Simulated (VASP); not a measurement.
# A VASP study of Cs2AgBiBr6 (PBE + D3): structure first, properties next, part 4 of 5

Aim: relax Cs2AgBiBr6, then compute properties on the relaxed cell. The atoms of the start are displaced at random from the sites of a Fm-3m cell.

VASP 6.6.1; PBE with D3; plane waves and PAW (Bi_d, Cs_sv, Ag, Br).

So far, gap on the k-mesh (eV): 1.28 in steps 2, 3 and 6.

### Step 7. Volume scan with PBE + D3

An equation of state needs energies on both sides of the minimum, all on one mesh and cutoff.

The input, INCAR:

```
SYSTEM = Cs2AgBiBr6
PREC = Accurate
ENCUT = 400
EDIFF = 1E-06
NELM = 100
ISMEAR = 0
SIGMA = 0.05
LREAL = .FALSE.
ALGO = Normal
GGA = PE
IVDW = 11
NBANDS = 53
LORBIT = 11
LWAVE = .FALSE.
LCHARG = .FALSE.
KPAR = 4
ISIF = 2
```

The input, POSCAR:

```
Cs2AgBiBr6
1.0
    6.8146107019     -3.9339508584      0.0010478786
    6.8146107019      3.9339508584      0.0010478786
   -4.5433396195      0.0000000000      6.4266354119
Bi Cs Ag Br
1 2 1 6
Direct
    0.9997685454      0.0002314536      0.5000000000
    0.2496505169      0.2503950894      0.2498674008
    0.7496049106      0.7503494831      0.7501325992
    0.4999597359      0.5000402641      0.0000000000
    0.2530611644      0.7482601467      0.2491134941
    0.7467162768      0.2515931231      0.7511691368
    0.7470213021      0.7487232694      0.2470920994
    0.7484068769      0.2532837232      0.2488308632
    0.2512767306      0.2529786979      0.7529079006
    0.2517398533      0.7469388356      0.7508865059
```

The input, KPOINTS:

```
Automatic mesh
0
Gamma
4 4 4
0 0 0
```

The projector-augmented-wave data sets are Bi_d, Cs_sv, Ag and Br (PBE family, release 64).

On the command line:

```console
mpirun -np 4 vasp_std
```

The program printed:

```text
[... set-up lines as in an earlier step ...]
 entering main loop
       N       E                     dE             d eps       ncg     rms          rms(c)
DAV:   1     0.640635877393E+03    0.64064E+03   -0.32741E+04  2712   0.118E+03
DAV:   2     0.350770786156E+02   -0.60556E+03   -0.58927E+03  3146   0.274E+02
DAV:   3    -0.287404138537E+02   -0.63817E+02   -0.63477E+02  3038   0.107E+02
DAV:   4    -0.305544735050E+02   -0.18141E+01   -0.18089E+01  3095   0.220E+01
DAV:   5    -0.306118552863E+02   -0.57382E-01   -0.57351E-01  3467   0.345E+00    0.884E+00
DAV:   6    -0.294214029286E+02    0.11905E+01   -0.22172E+00  3290   0.923E+00    0.590E+00
DAV:   7    -0.293557167478E+02    0.65686E-01   -0.12399E+00  3248   0.414E+00    0.248E+00
DAV:   8    -0.293584628988E+02   -0.27462E-02   -0.99898E-02  3065   0.154E+00    0.698E-01
DAV:   9    -0.293610428915E+02   -0.25800E-02   -0.85496E-03  3056   0.449E-01    0.131E-01
DAV:  10    -0.293616783442E+02   -0.63545E-03   -0.11044E-03  3289   0.144E-01    0.803E-02
DAV:  11    -0.293619492671E+02   -0.27092E-03   -0.28914E-04  2936   0.702E-02    0.188E-02
DAV:  12    -0.293619793355E+02   -0.30068E-04   -0.31630E-05  3214   0.308E-02    0.110E-02
DAV:  13    -0.293619834744E+02   -0.41389E-05   -0.89180E-06  3000   0.119E-02    0.328E-03
DAV:  14    -0.293619835244E+02   -0.49951E-07   -0.11802E-06  2088   0.582E-03
   1 F= -.32158123E+02 E0= -.32158123E+02  d E =-.448212E-12
```

Wall time 3.4 min (4 MPI ranks of AMD EPYC 7R43, shared host); peak memory 2.3 GiB; 12 min of CPU time.

From OUTCAR (step 7):

```text
   ENCUT  =  400.0 eV  29.40 Ry    5.42 a.u.  12.83 12.83 12.83*2*pi/ulx,y,z

   NELECT =      86.0000    total number of electrons

 E-fermi :   1.9680

 k-point     1 :       0.0000    0.0000    0.0000
  band No.  band energies     occupation
    ...
     39       0.3917      2.00000
     40       0.3919      2.00000
     41       0.3920      2.00000
     42       1.0245      2.00000
     43       1.0247      2.00000
     44       3.9402      0.00000
     45       3.9493      0.00000
     46       3.9546      0.00000
     47       5.3032      0.00000
     48       6.0937      0.00000
    ...

 Edisp (eV)   -2.79614

  Total       4.40438     4.41919     4.40321     0.00000     0.00000    -0.01143
  in kB      20.47693    20.54579    20.47146     0.00000     0.00000    -0.05313
  external pressure =       20.50 kB  Pullay stress =        0.00 kB

 POSITION                                       TOTAL-FORCE (eV/Angst)
 -----------------------------------------------------------------------------------
      4.54294     -3.93213      3.21437         0.000000     -0.000439     -0.000000
      2.27238      0.00293      1.60633        -0.002521     -0.000854     -0.002967
      6.81350      0.00293      4.82240         0.002521     -0.000854      0.002967
      6.81461      0.00032      0.00105        -0.000000      0.004711     -0.000000
      5.69181      1.94809      1.60201         0.078654     -0.127316     -0.115479
      3.39027     -1.94779      4.82854        -0.074331      0.129044      0.112090
      9.07029      0.00670      1.58954        -0.147797     -0.003009     -0.109470
      5.69561     -1.94779      1.60019         0.074331      0.129044     -0.112090
      0.01559      0.00670      4.83919         0.147797     -0.003009      0.109470
      3.39407      1.94809      4.82672        -0.078654     -0.127316      0.115479
 -----------------------------------------------------------------------------------
    total drift:                                0.000007     -0.000065      0.000000

  FREE ENERGIE OF THE ION-ELECTRON SYSTEM (eV)
  ---------------------------------------------------
  free  energy   TOTEN  =       -32.1581230994 eV

  energy  without entropy=      -32.1581230994  energy(sigma->0) =      -32.15812310

[... 3 parts as in an earlier step ...]

[... 13 further parts left out ...]
```

The scan keeps the cell's shape and the fractional positions fixed.

This step gave:

| Property | Result |
| --- | --- |
| SCF cycles | 14 |
| bands | 53 |
| irreducible k-points | 24 |
| free energy (TOTEN) | -32.16 eV |
| Fermi energy | 1.968 eV |
| pressure | 2.050 GPa |
| least direct gap at k | 0.5, 0, 0.25 |
| gap on the k-mesh | 1.207 eV |
| least direct gap on the k-mesh | 2.450 eV |

Force by atom:

| atom | x (eV/Å) | y (eV/Å) | z (eV/Å) | size |
| --- | --- | --- | --- | --- |
| Bi1 | 0.000 | 0.000 | 0.000 | 0.000 |
| Cs2 | -0.003 | -0.001 | -0.003 | 0.004 |
| Cs3 | 0.003 | -0.001 | 0.003 | 0.004 |
| Ag4 | 0.000 | 0.005 | 0.000 | 0.005 |
| Br5 | 0.079 | -0.127 | -0.115 | 0.189 |
| Br6 | -0.074 | 0.129 | 0.112 | 0.186 |
| Br7 | -0.148 | -0.003 | -0.109 | 0.184 |
| Br8 | 0.074 | 0.129 | -0.112 | 0.186 |
| Br9 | 0.148 | -0.003 | 0.109 | 0.184 |
| Br10 | -0.079 | -0.127 | 0.115 | 0.189 |

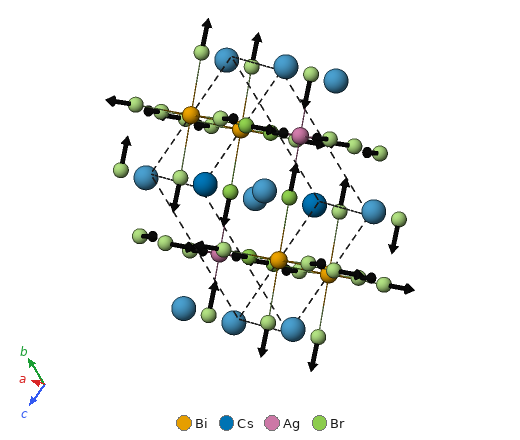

Force as arrows, the longest 0.189 eV/Å. Some periodic images of atoms are drawn too.

The pressure here is 2.05 GPa.

### Step 8. Volume scan with PBE + D3 (run 2)

INCAR is that of step 7.

Changes to POSCAR since step 7:

```diff
@@ -2,5 +2,5 @@
 1.0
-    6.8146107019     -3.9339508584      0.0010478786
-    6.8146107019      3.9339508584      0.0010478786
-   -4.5433396195      0.0000000000      6.4266354119
+    6.8626024993     -3.9616556505      0.0010552583
+    6.8626024993      3.9616556505      0.0010552583
+   -4.5753360231      0.0000000000      6.4718948990
 Bi Cs Ag Br
```

KPOINTS is that of step 7.

On the command line:

```console
mpirun -np 4 vasp_std
```

The program printed:

```text
[... set-up lines as in an earlier step ...]
 entering main loop
       N       E                     dE             d eps       ncg     rms          rms(c)
DAV:   1     0.636991460015E+03    0.63699E+03   -0.32773E+04  2696   0.118E+03
DAV:   2     0.351396498909E+02   -0.60185E+03   -0.58567E+03  3111   0.271E+02
DAV:   3    -0.288619246849E+02   -0.64002E+02   -0.63572E+02  3059   0.107E+02
DAV:   4    -0.307079822412E+02   -0.18461E+01   -0.18406E+01  3131   0.221E+01
DAV:   5    -0.307644662038E+02   -0.56484E-01   -0.56456E-01  3446   0.339E+00    0.843E+00
DAV:   6    -0.295287921876E+02    0.12357E+01   -0.22701E+00  3344   0.916E+00    0.562E+00
DAV:   7    -0.294593265494E+02    0.69466E-01   -0.12135E+00  3206   0.411E+00    0.245E+00
DAV:   8    -0.294632862438E+02   -0.39597E-02   -0.10033E-01  3072   0.155E+00    0.666E-01
DAV:   9    -0.294656974647E+02   -0.24112E-02   -0.86039E-03  3072   0.466E-01    0.131E-01
DAV:  10    -0.294663753558E+02   -0.67789E-03   -0.12636E-03  3264   0.147E-01    0.845E-02
DAV:  11    -0.294666625463E+02   -0.28719E-03   -0.31799E-04  2984   0.734E-02    0.186E-02
DAV:  12    -0.294666876848E+02   -0.25138E-04   -0.28864E-05  3016   0.276E-02    0.113E-02
DAV:  13    -0.294666928957E+02   -0.52109E-05   -0.14285E-05  3283   0.136E-02    0.483E-03
DAV:  14    -0.294666925113E+02    0.38432E-06   -0.19702E-06  2216   0.760E-03
   1 F= -.32237586E+02 E0= -.32237586E+02  d E =-.141212E-10
```

It took 2.4 min on 4 MPI ranks; peak memory 2.3 GiB; 8.4 min of CPU time.

From OUTCAR (step 8):

```text
   ENCUT  =  400.0 eV  29.40 Ry    5.42 a.u.  12.92 12.92 12.93*2*pi/ulx,y,z

   NELECT =      86.0000    total number of electrons

 E-fermi :   1.7192

 k-point     1 :       0.0000    0.0000    0.0000
  band No.  band energies     occupation
    ...
     39       0.2501      2.00000
     40       0.2503      2.00000
     41       0.2504      2.00000
     42       0.8372      2.00000
     43       0.8373      2.00000
     44       3.7364      0.00000
     45       3.7453      0.00000
     46       3.7506      0.00000
     47       5.1142      0.00000
     48       5.9749      0.00000
    ...

 Edisp (eV)   -2.77089

  Total       2.81015     2.82376     2.81027     0.00000     0.00000    -0.01092
  in kB      12.79279    12.85475    12.79336     0.00000     0.00000    -0.04972
  external pressure =       12.81 kB  Pullay stress =        0.00 kB

 POSITION                                       TOTAL-FORCE (eV/Angst)
 -----------------------------------------------------------------------------------
      4.57493     -3.95982      3.23700        -0.000000     -0.000358     -0.000000
      2.28839      0.00295      1.61764        -0.002435     -0.000933     -0.002684
      6.86148      0.00295      4.85636         0.002435     -0.000933      0.002684
      6.86260      0.00032      0.00106        -0.000000      0.004195     -0.000000
      5.73189      1.96181      1.61329         0.050827     -0.079769     -0.076508
      3.41415     -1.96151      4.86254        -0.046748      0.081839      0.073457
      9.13417      0.00674      1.60073        -0.093477     -0.003056     -0.070392
      5.73572     -1.96151      1.61146         0.046748      0.081839     -0.073457
      0.01570      0.00674      4.87327         0.093477     -0.003056      0.070392
      3.41798      1.96181      4.86071        -0.050827     -0.079769      0.076508
 -----------------------------------------------------------------------------------
    total drift:                                0.000008     -0.000162      0.000000

  FREE ENERGIE OF THE ION-ELECTRON SYSTEM (eV)
  ---------------------------------------------------
  free  energy   TOTEN  =       -32.2375855840 eV

  energy  without entropy=      -32.2375855840  energy(sigma->0) =      -32.23758558

[... 3 parts as in an earlier step ...]

[... 13 further parts left out ...]
```

This step gave:

```
free energy (TOTEN)            : -32.24 eV
Fermi energy                   : 1.719 eV
pressure                       : 1.281 GPa
gap on the k-mesh              : 1.235 eV
least direct gap on the k-mesh : 2.440 eV
```

Force by atom:

| atom | x (eV/Å) | y (eV/Å) | z (eV/Å) | size |
| --- | --- | --- | --- | --- |
| Bi1 | 0.000 | 0.000 | 0.000 | 0.000 |
| Cs2 | -0.002 | -0.001 | -0.003 | 0.004 |
| Cs3 | 0.002 | -0.001 | 0.003 | 0.004 |
| Ag4 | 0.000 | 0.004 | 0.000 | 0.004 |
| Br5 | 0.051 | -0.080 | -0.077 | 0.122 |
| Br6 | -0.047 | 0.082 | 0.073 | 0.119 |
| Br7 | -0.093 | -0.003 | -0.070 | 0.117 |
| Br8 | 0.047 | 0.082 | -0.073 | 0.119 |
| Br9 | 0.093 | -0.003 | 0.070 | 0.117 |
| Br10 | -0.051 | -0.080 | 0.077 | 0.122 |

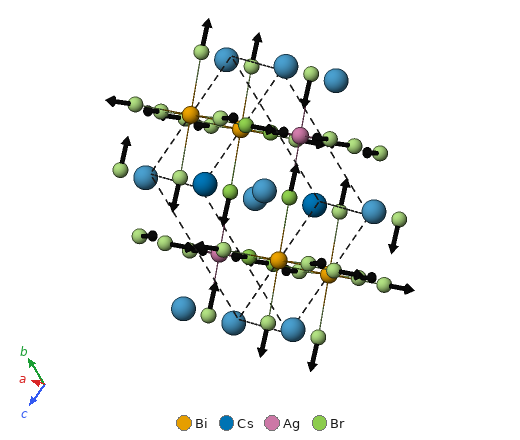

Force as arrows, the longest 0.122 eV/Å. Some periodic images of atoms are drawn too.

The pressure falls from 2.05 to 1.28 GPa.

### Step 9. Volume scan with PBE + D3 (run 3)

INCAR is that of step 8.

Changes to POSCAR since step 8:

```diff
@@ -2,5 +2,5 @@
 1.0
-    6.8626024993     -3.9616556505      0.0010552583
-    6.8626024993      3.9616556505      0.0010552583
-   -4.5753360231      0.0000000000      6.4718948990
+    6.9099322880     -3.9889782770      0.0010625362
+    6.9099322880      3.9889782770      0.0010625362
+   -4.6068910618      0.0000000000      6.5165300674
 Bi Cs Ag Br
```

KPOINTS is that of step 8.

On the command line:

```console
mpirun -np 4 vasp_std
```

The program printed:

```text
[... set-up lines as in an earlier step ...]
 entering main loop
       N       E                     dE             d eps       ncg     rms          rms(c)
DAV:   1     0.633642229079E+03    0.63364E+03   -0.32521E+04  2704   0.117E+03
DAV:   2     0.356958532989E+02   -0.59795E+03   -0.58097E+03  3122   0.271E+02
DAV:   3    -0.289755383872E+02   -0.64671E+02   -0.64339E+02  3027   0.107E+02
DAV:   4    -0.308292526454E+02   -0.18537E+01   -0.18483E+01  3123   0.223E+01
[...]
DAV:  12    -0.295400923940E+02   -0.20376E-04   -0.29553E-05  3070   0.255E-02    0.119E-02
DAV:  13    -0.295400982811E+02   -0.58871E-05   -0.21532E-05  3056   0.156E-02    0.666E-03
DAV:  14    -0.295400973671E+02    0.91396E-06   -0.37341E-06  2766   0.927E-03
   1 F= -.32283584E+02 E0= -.32283584E+02  d E =-.624366E-13
```

Elapsed: 2.5 min, on 4 MPI ranks; peak memory 2.3 GiB.

From OUTCAR (step 9):

```text
 Edisp (eV)   -2.74349

  Total       1.32679     1.33903     1.32842     0.00000     0.00000    -0.01043
  in kB       5.91675     5.97134     5.92404     0.00000     0.00000    -0.04653
  external pressure =        5.94 kB  Pullay stress =        0.00 kB

 POSITION                                       TOTAL-FORCE (eV/Angst)
 -----------------------------------------------------------------------------------
      4.60649     -3.98713      3.25933         0.000000     -0.000397      0.000000
      2.30417      0.00297      1.62880        -0.002289     -0.000865     -0.002451
      6.90880      0.00297      4.88986         0.002289     -0.000865      0.002451
      6.90993      0.00032      0.00106         0.000000      0.003708      0.000000
      5.77142      1.97534      1.62442         0.024662     -0.035044     -0.039804
      3.43770     -1.97504      4.89608        -0.020812      0.037351      0.037050
      9.19717      0.00679      1.61177        -0.042294     -0.003097     -0.033621
      5.77528     -1.97504      1.62258         0.020812      0.037351     -0.037050
      0.01581      0.00679      4.90688         0.042294     -0.003097      0.033621
      3.44155      1.97534      4.89424        -0.024662     -0.035044      0.039804
 -----------------------------------------------------------------------------------
    total drift:                                0.000008     -0.000016      0.000000

  FREE ENERGIE OF THE ION-ELECTRON SYSTEM (eV)
  ---------------------------------------------------
  free  energy   TOTEN  =       -32.2835844118 eV

  energy  without entropy=      -32.2835844118  energy(sigma->0) =      -32.28358441

[... 1 part as in an earlier step ...]

[... 2 further parts left out ...]
[key lines of the parts left out:]
E-fermi :   1.5301
```

The pressure falls from 1.28 to 0.59 GPa.

The run ends at a pressure of 0.59 GPa, with forces up to 0.058 eV/Å.

### Step 10. Volume scan with PBE + D3 (run 4)

INCAR is that of step 9.

Changes to POSCAR since step 9:

```diff
@@ -2,5 +2,5 @@
 1.0
-    6.9099322880     -3.9889782770      0.0010625362
-    6.9099322880      3.9889782770      0.0010625362
-   -4.6068910618      0.0000000000      6.5165300674
+    6.9566224360     -4.0159316505      0.0010697157
+    6.9566224360      4.0159316505      0.0010697157
+   -4.6380196484      0.0000000000      6.5605620116
 Bi Cs Ag Br
```

KPOINTS is that of step 9.

On the command line:

```console
mpirun -np 4 vasp_std
```

The program printed:

```text
[... set-up lines as in an earlier step ...]
 entering main loop
       N       E                     dE             d eps       ncg     rms          rms(c)
DAV:   1     0.634693072968E+03    0.63469E+03   -0.32569E+04  2704   0.117E+03
DAV:   2     0.360273178126E+02   -0.59867E+03   -0.58238E+03  3113   0.269E+02
DAV:   3    -0.290342211242E+02   -0.65062E+02   -0.64644E+02  3048   0.107E+02
DAV:   4    -0.309248574077E+02   -0.18906E+01   -0.18850E+01  3104   0.223E+01
[...]
DAV:  13    -0.295857380342E+02   -0.63846E-05   -0.28533E-05  2944   0.170E-02    0.797E-03
DAV:  14    -0.295857367141E+02    0.13201E-05   -0.50584E-06  2936   0.941E-03    0.135E-03
DAV:  15    -0.295857367796E+02   -0.65549E-07   -0.44588E-07  1864   0.273E-03
   1 F= -.32299765E+02 E0= -.32299765E+02  d E =-.205691E-17
```

The job ended after 2.4 min (4 MPI ranks; peak memory 2.3 GiB).

Parts of OUTCAR (step 10):

```text
 Edisp (eV)   -2.71403

  Total      -0.04979    -0.03904    -0.04728     0.00000     0.00000    -0.01004
  in kB      -0.21760    -0.17062    -0.20661     0.00000     0.00000    -0.04388
  external pressure =       -0.20 kB  Pullay stress =        0.00 kB

 POSITION                                       TOTAL-FORCE (eV/Angst)
 -----------------------------------------------------------------------------------
      4.63761     -4.01407      3.28135        -0.000000     -0.000532     -0.000000
      2.31974      0.00299      1.63981        -0.002152     -0.000821     -0.002199
      6.95549      0.00299      4.92290         0.002152     -0.000821      0.002199
      6.95662      0.00032      0.00107        -0.000000      0.003249     -0.000000
      5.81042      1.98869      1.63540         0.000179      0.006789     -0.005483
      3.46092     -1.98838      4.92916         0.003437     -0.004216      0.003028
      9.25931      0.00683      1.62266         0.005539     -0.003111      0.000748
      5.81430     -1.98838      1.63354        -0.003437     -0.004216     -0.003028
      0.01591      0.00683      4.94004        -0.005539     -0.003111     -0.000748
      3.46480      1.98869      4.92731        -0.000179      0.006789      0.005483
 -----------------------------------------------------------------------------------
    total drift:                                0.000008     -0.000145      0.000000

  FREE ENERGIE OF THE ION-ELECTRON SYSTEM (eV)
  ---------------------------------------------------
  free  energy   TOTEN  =       -32.2997651265 eV

  energy  without entropy=      -32.2997651265  energy(sigma->0) =      -32.29976513

[... 2 parts as in an earlier step ...]

[... 1 further part left out ...]
[key lines of the parts left out:]
E-fermi :   1.3697
```

The pressure falls from 0.59 to -0.02 GPa.

The run ends at a pressure of -0.02 GPa, with forces up to 0.0087 eV/Å.

### Step 11. Volume scan with PBE + D3 (run 5)

INCAR is that of step 10.

Changes to POSCAR since step 10:

```diff
@@ -2,5 +2,5 @@
 1.0
-    6.9566224360     -4.0159316505      0.0010697157
-    6.9566224360      4.0159316505      0.0010697157
-   -4.6380196484      0.0000000000      6.5605620116
+    7.0026941259     -4.0425279994      0.0010768001
+    7.0026941259      4.0425279994      0.0010768001
+   -4.6687359055      0.0000000000      6.6040107084
 Bi Cs Ag Br
```

KPOINTS is that of step 10.

On the command line:

```console
mpirun -np 4 vasp_std
```

The program printed:

```text
[... set-up lines as in an earlier step ...]
 entering main loop
       N       E                     dE             d eps       ncg     rms          rms(c)
DAV:   1     0.634762095356E+03    0.63476E+03   -0.32433E+04  2688   0.116E+03
DAV:   2     0.355496951693E+02   -0.59921E+03   -0.58273E+03  3196   0.268E+02
DAV:   3    -0.291472357680E+02   -0.64697E+02   -0.64373E+02  3024   0.106E+02
DAV:   4    -0.310002627239E+02   -0.18530E+01   -0.18475E+01  3112   0.222E+01
[...]
DAV:  13    -0.296067268066E+02   -0.66117E-05   -0.30723E-05  2888   0.176E-02    0.780E-03
DAV:  14    -0.296067256495E+02    0.11570E-05   -0.54358E-06  2864   0.104E-02    0.113E-03
DAV:  15    -0.296067257359E+02   -0.86351E-07   -0.45347E-07  1904   0.278E-03
   1 F= -.32289420E+02 E0= -.32289420E+02  d E =-.116076E-12
```

Elapsed: 2 min, on 4 MPI ranks; peak memory 2.3 GiB.

From OUTCAR (step 11):

```text
 Edisp (eV)   -2.68269

  Total      -1.32915    -1.31951    -1.32633     0.00000     0.00000    -0.00980
  in kB      -5.69484    -5.65354    -5.68276     0.00000     0.00000    -0.04197
  external pressure =       -5.68 kB  Pullay stress =        0.00 kB

 POSITION                                       TOTAL-FORCE (eV/Angst)
 -----------------------------------------------------------------------------------
      4.66833     -4.04066      3.30308         0.000000     -0.000429     -0.000000
      2.33510      0.00301      1.65067        -0.001962     -0.000687     -0.001977
      7.00155      0.00301      4.95550         0.001962     -0.000687      0.001977
      7.00269      0.00033      0.00108         0.000000      0.002774     -0.000000
      5.84890      2.00186      1.64623        -0.022772      0.045978      0.026769
      3.48385     -2.00155      4.96180         0.026181     -0.043283     -0.028919
      9.32063      0.00688      1.63341         0.050456     -0.003181      0.032991
      5.85281     -2.00155      1.64436        -0.026181     -0.043283      0.028919
      0.01602      0.00688      4.97275        -0.050456     -0.003181     -0.032991
      3.48775      2.00186      4.95994         0.022772      0.045978     -0.026769
 -----------------------------------------------------------------------------------
    total drift:                                0.000008      0.000316      0.000000

  FREE ENERGIE OF THE ION-ELECTRON SYSTEM (eV)
  ---------------------------------------------------
  free  energy   TOTEN  =       -32.2894199870 eV

  energy  without entropy=      -32.2894199870  energy(sigma->0) =      -32.28941999

[... 1 part as in an earlier step ...]

[... 2 further parts left out ...]
[key lines of the parts left out:]
E-fermi :   1.1195
```

The pressure falls from -0.02 to -0.57 GPa.

The run ends at a pressure of -0.57 GPa, with forces up to 0.060 eV/Å.

(Part 4 of 5 ends here.)

[Lines on the potential files, build, host, timing and source positions are cut from VASP's logs without a mark.]

[Logs are printed without paths, hosts, clocks, repeated set-up lines and the standing remarks that a program may print on its own settings, such as how far it seeks lower states.]

[Hosts, paths, dates, database ids (printed as entryN), source tags and the programs' standing remarks are cut or masked in the printed files.]

[A measured line is paired with the nearest computed mode of its activity, which favours agreement.]

[In band tables of VASP the shares of atoms and orbitals are scaled to a sum of 1 inside the atoms' spheres.]
